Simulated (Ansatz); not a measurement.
The starting structures come from a database of crystals and need not be the phases stable at ambient conditions.

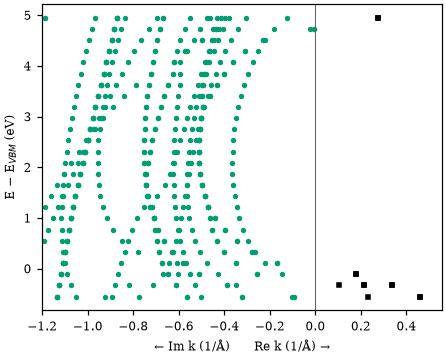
Complex bands at the centre of the two-dimensional zone; r2SCAN (Ansatz, an electronic-structure program)

The gap is the functional's own, uncorrected, and κ follows it; spin-orbit coupling is left out. Mid-gap values are interpolated between the computed energies.

Task: This is Cs2NaYBr6 (Fm-3m, not sure to be the ambient phase, 10 atoms a cell, 38.1 Å³ an atom) along the normal of (001). Read off the slowest decay at the centre of the two-dimensional zone at 2.31 eV, the computed energy nearest the middle of the gap.

Result: κ ≈ 0.36 1/Å, a decay length 1/(2κ) of the density of 1.4 Å.
